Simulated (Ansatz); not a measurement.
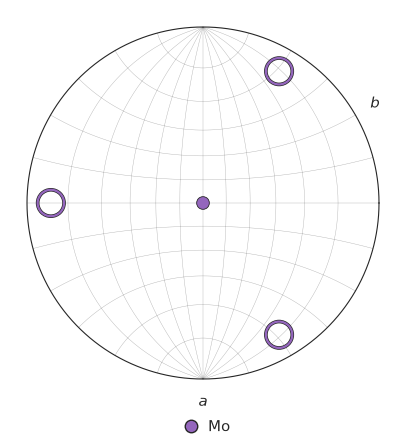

Directions from one sulfur atom at (2/3, 1/3, 0.594) to its bonded neighbours, in stereographic projection down c (filled: above the plane of the page or in it, open: below). Crystal: MoS, the geometry relaxed at fixed volume with Ansatz, DFT PBEsol, scalar-relativistic, plane waves, PAW; the starting structure was generated, so it need not be a known form of this composition. All values are computed from the atomic coordinates in the standard setting (tolerance 0.002 Å).

Neighbours are counted up to 2.93 Å for Mo.

```
Mo S
1.0
     3.91844    0.00000    0.00000
    -1.95922    3.39347    0.00000
     0.00000    0.00000    5.25267
Mo S
2 2
Direct
  0.66667 0.33333 0.03113
  0.33333 0.66667 0.53113
  0.66667 0.33333 0.59407
  0.33333 0.66667 0.09407
```

Q: How many neighbours are there, and at what angles?

A: 4: 3 Mo at 2.29 Å, 1 Mo at 2.30 Å. Angles between bonds: 98° (3×), 118° (3×).

Q: What is the site's symmetry in the crystal?

A: Point group 3m (C3v), order 6: one threefold axis, three mirror planes. In P6_3mc (No. 186) this is Wyckoff position 2b.
